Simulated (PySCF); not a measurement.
C6H10OSi (SMILES C=C/C=C/C(=C)O[SiH3])

```json
{"atom": "C", "x (Å)": "3.5147", "y (Å)": "0.7429", "z (Å)": "0.7780"}
{"atom": "C", "x (Å)": "2.7572", "y (Å)": "0.0973", "z (Å)": "-0.1060"}
{"atom": "C", "x (Å)": "1.3185", "y (Å)": "0.1316", "z (Å)": "-0.0972"}
{"atom": "C", "x (Å)": "0.5532", "y (Å)": "-0.5022", "z (Å)": "-0.9986"}
{"atom": "C", "x (Å)": "-0.8990", "y (Å)": "-0.4701", "z (Å)": "-0.9987"}
{"atom": "C", "x (Å)": "-1.6218", "y (Å)": "-1.0784", "z (Å)": "-1.9440"}
{"atom": "O", "x (Å)": "-1.4514", "y (Å)": "0.2187", "z (Å)": "0.0252"}
{"atom": "Si", "x (Å)": "-2.9765", "y (Å)": "0.5158", "z (Å)": "0.4939"}
{"atom": "H", "x (Å)": "3.0795", "y (Å)": "1.3389", "z (Å)": "1.5633"}
{"atom": "H", "x (Å)": "4.5898", "y (Å)": "0.7015", "z (Å)": "0.7470"}
{"atom": "H", "x (Å)": "3.2179", "y (Å)": "-0.4933", "z (Å)": "-0.8880"}
{"atom": "H", "x (Å)": "0.8457", "y (Å)": "0.7090", "z (Å)": "0.6859"}
{"atom": "H", "x (Å)": "1.0056", "y (Å)": "-1.0799", "z (Å)": "-1.7924"}
{"atom": "H", "x (Å)": "-2.6962", "y (Å)": "-1.0476", "z (Å)": "-1.9369"}
{"atom": "H", "x (Å)": "-1.1452", "y (Å)": "-1.6139", "z (Å)": "-2.7433"}
{"atom": "H", "x (Å)": "-2.6988", "y (Å)": "1.2669", "z (Å)": "1.7084"}
{"atom": "H", "x (Å)": "-3.7070", "y (Å)": "-0.7295", "z (Å)": "0.7411"}
{"atom": "H", "x (Å)": "-3.6949", "y (Å)": "1.2985", "z (Å)": "-0.5141"}
```

Geometry: GFN2-xTB.

Method: PySCF 2.14.0, PBE0/pcSseg-1, SCF density, gas phase, non-relativistic.

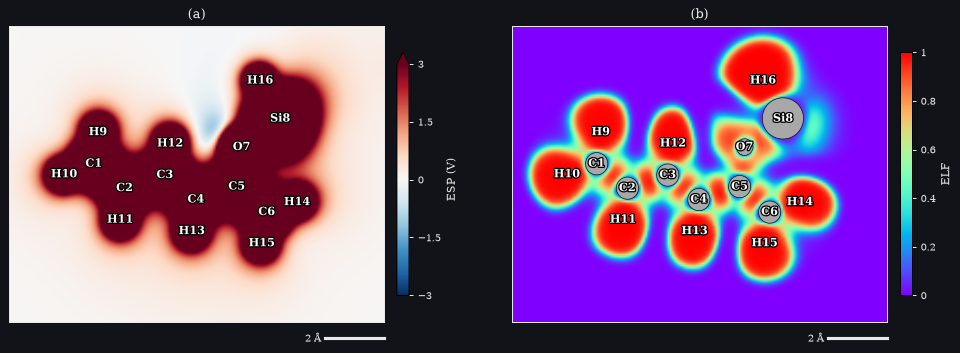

Figure 1. (a) molecular electrostatic potential; (b) ELF on the plane of atoms C3, C4 and H13. Grey discs cover the atomic cores in the ELF map.

Question: Read the bonding off the picture.

Answer:
- The section cuts through C, O, Si and H sites.
- C–C (1.33 Å): the ELF peaks at about 0.95 between the atoms: a multiple bond.
- C–O (1.35 Å): the ELF peaks at about 0.90 between the atoms: a shared but strongly polarised pair.
- Si–O (1.62 Å): the ELF peaks at about 0.90 between the atoms (a polar covalent bond).
- C–H (1.07 Å): the ELF climbs to about 1 towards the hydrogen, as it does in any bond to H: an ordinary covalent bond to hydrogen.
- C–C (1.44 Å): the ELF peaks at about 0.95 between the atoms, as expected for a covalent bond.
- Outside the dense part of the molecule the potential is most negative (−1.0 V) near O7.

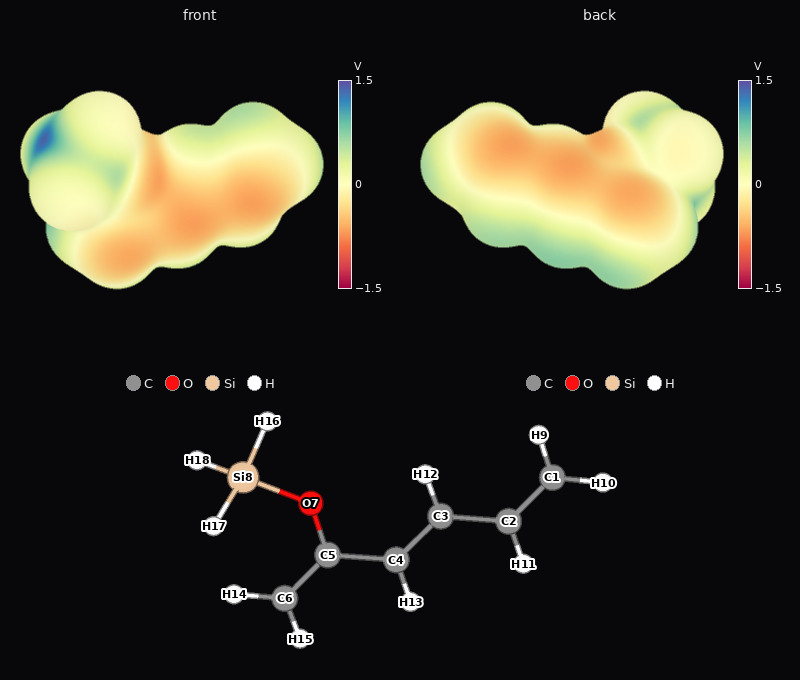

Figure 2. The electrostatic potential painted on the density surface at 0.001 e/bohr³, seen from the front and from behind; red is negative and blue positive. The bare structure is drawn below in the same view.

Question: Describe the electrostatic potential map.

Answer: The most negative region (about −0.7 V) lies over the C and O atoms, the most positive (about +1.2 V) over Si8.
